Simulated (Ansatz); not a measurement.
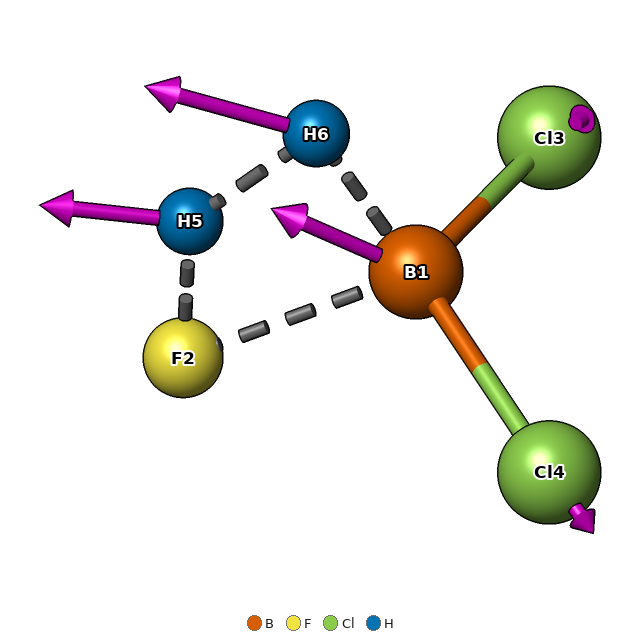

The arrows show one normal mode. Broken sticks mark bonds that form or break. Harmonic vibrations computed with RKS PBE0-D4/def2-TZVP (Ansatz 0.2.0) at a stationary point of the same level. It is a saddle point of order 1.

### Estimate its harmonic wavenumber.

690 cm⁻¹; it is mode 5 of 12 counted from the lowest.
